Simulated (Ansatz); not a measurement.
## Electronic structure of CH6AlOSi (SMILES [CH3][Al][O][SiH3]) (doublet) in real space

Input

```
crystal:
  periodic: [false, false, false]
  atoms:
    - {symbol: C, position_ang: [0.243845, 1.981760, -1.341353]}
    - {symbol: Al, position_ang: [1.086542, 0.300647, -0.766120]}
    - {symbol: O, position_ang: [0.194202, -0.660681, 0.309096]}
    - {symbol: Si, position_ang: [-0.287918, -1.859424, 1.294042]}
    - {symbol: H, position_ang: [-0.700965, 1.751771, -1.844474]}
    - {symbol: H, position_ang: [0.014824, 2.586093, -0.457746]}
    - {symbol: H, position_ang: [0.869770, 2.565985, -2.016892]}
    - {symbol: H, position_ang: [0.686796, -2.984589, 1.283779]}
    - {symbol: H, position_ang: [-1.610998, -2.377760, 0.854688]}
    - {symbol: H, position_ang: [-0.412997, -1.355001, 2.687877]}
basis:
  gaussian: {orbitals: def2-TZVPP}
magnetization: {spin_polarized: true, initial_magnetization: 1}
hamiltonian: {xc: pbe0, dispersion: d4}
output: {orbitals: {seedname: orbitals}}
```

Run with:

```sh
ansatz run in.yaml --threads 4 --pin off --events-out ev --progress --plain --max-ram 10444MiB
```

Geometry: PBE0-D4/def2-TZVP.

Level of theory: UKS PBE0-D4/def2-TZVPP in Ansatz 0.2.0.

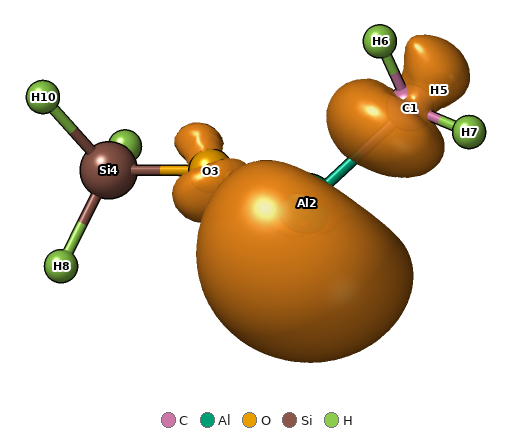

Figure 1. Isosurfaces of the spin density at +0.015 (orange) and −0.015 e/Å³ (purple), seen at a tilt.

Question: Where is the unpaired spin?

Answer: The unpaired spin (1 electron) lies mostly on Al2 (about 0.8) and C1 (about 0.1), in electrons by Hirshfeld's partition.

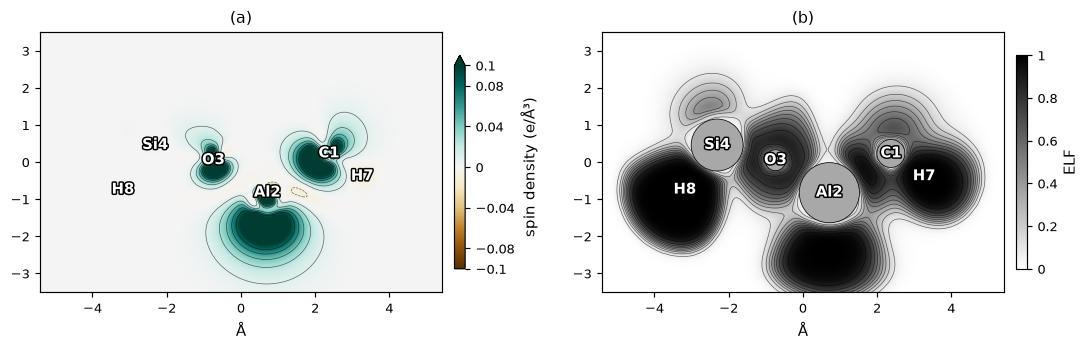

Figure 2. (a) spin density; (b) electron localisation function on the plane of atoms C1, Al2 and O3. Grey discs cover the atomic cores in the ELF map.

Question: Describe what can be read from this map.

Answer: The section cuts through C, Al, O, Si and H sites.
Si–O (1.62 Å): the ELF peaks at about 0.85 between the atoms, as expected for a short, strongly polar bond.
Al–O (1.70 Å): the ELF peaks at about 0.85 in the valence shell of O, 0.6 Å from its nucleus, and is about 0.40 at the midpoint.
C–Al (1.97 Å): the ELF peaks at about 0.95 between the atoms, as expected for a shared but strongly polarised pair.
C–H (1.09 Å): the ELF climbs to about 1 towards the hydrogen, as it does in any bond to H (a covalent bond by its length).
Si–H (1.49 Å): the ELF climbs to about 1 towards the hydrogen.
The ELF also peaks beside O3, away from the bonds: non-bonding electrons, paired or unpaired.

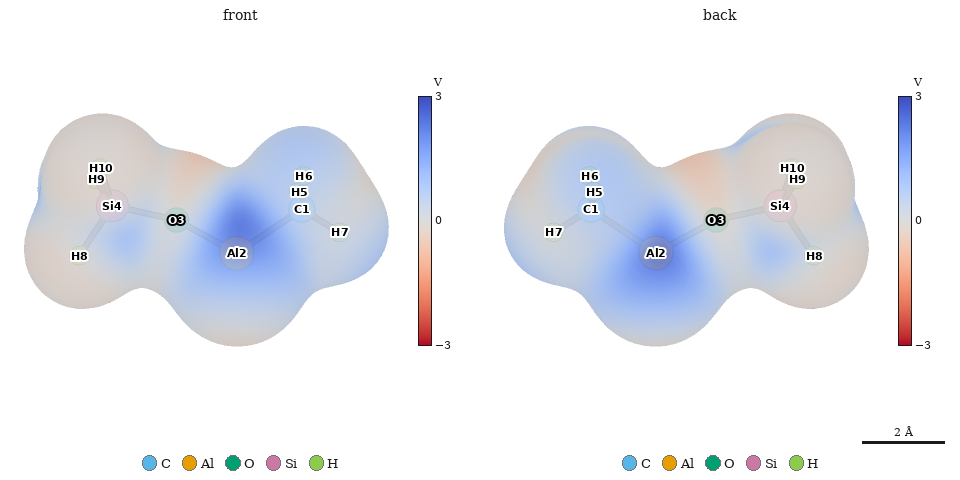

Figure 3. The molecular electrostatic potential painted on the density surface at 0.002 e/bohr³, seen from the front and from behind; the colour scale runs from red (negative) to blue (positive).

Question: Describe the electrostatic potential map.

Answer: The most negative region (about −0.5 V, or −12 kcal/mol for a unit charge) lies over O3, the most positive (about +2.3 V, or +53 kcal/mol for a unit charge) over Al2.
